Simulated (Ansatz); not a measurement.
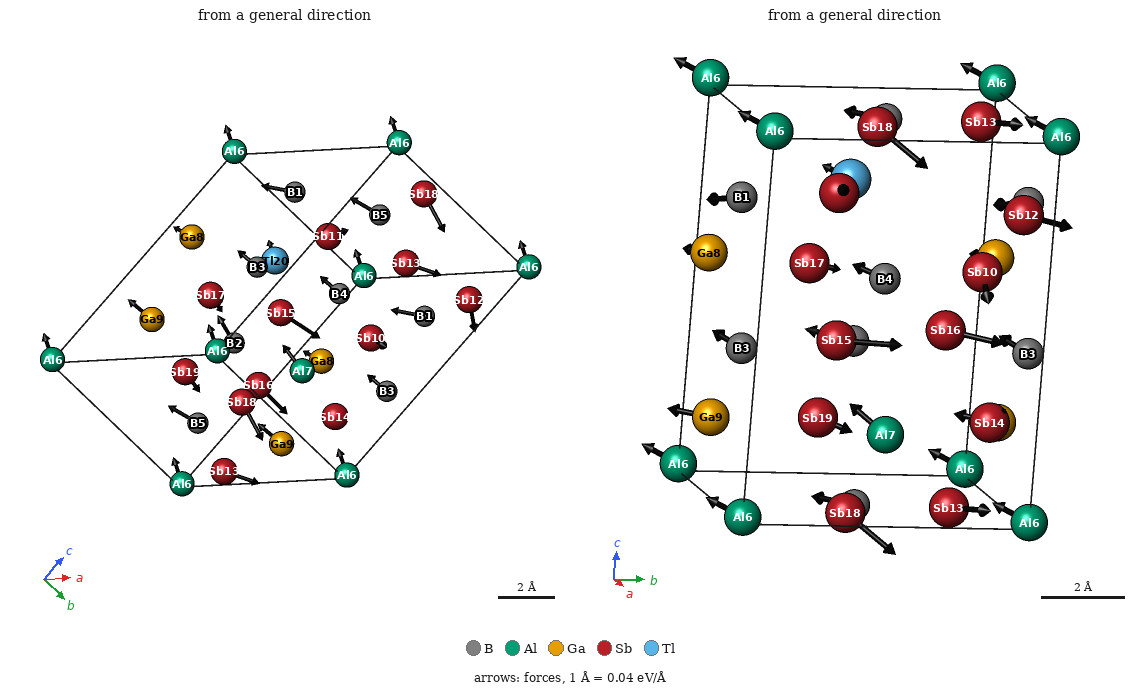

An orthographic spheres-only view of the structure, from two general directions. One simulation cell is framed, with atoms on its boundary repeated. The arrows are the computed forces on the atoms.

System: Al$_{2}$TlGa$_{2}$B$_{5}$Sb$_{10}$. Level of theory and settings: DFT PBE, scalar-relativistic, plane waves, PAW in Ansatz 0.2.0, a basis cut at 420 eV, a 5×5×4 k-point grid, Gaussian smearing of 0.1 eV, no spin polarisation.

**Judging by the arrows, is the geometry relaxed?**

No. The atoms still feel forces of up to about 0.051 eV/Å, above a usual threshold of 0.01 to 0.03 eV/Å.

The model was built from a structure type filled with these elements by a generator (whether the compound takes this form wasn't checked). Earlier steps of the study, as a rule a relaxation of our own, may have changed the cell and positions, so they can lie some per cent off the listed ones. It went into a calculation with Ansatz.
